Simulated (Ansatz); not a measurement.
## Al2O3: response to strain

The reference is Al$_{2}$O$_{3}$ in the corundum structure (space group R-3c, No. 167; a = 4.7738 Å, c = 13.0147 Å (hexagonal axes)). Axes: x lies along a and z along c of the hexagonal cell.

Strains are applied to the cell and any free atomic positions relax.

Level of theory: PBEsol, PAW, 420 eV (Ansatz, a quantum-chemistry and plane-wave program; scalar-relativistic without spin-orbit coupling).

Notes on the quantities. energy relative to the base: free energy F.

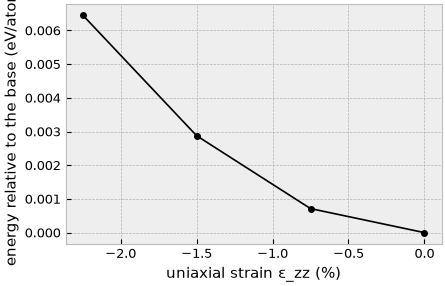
*Energy relative to the base against uniaxial strain ε_zz*

```
uniaxial strain ε_zz (%)  energy relative to the base
------------------------  ---------------------------
-2.25                                   +6.5 meV/atom
-1.5                                    +2.9 meV/atom
-0.75                                   +0.7 meV/atom
```

Stability against distortions was not tested.
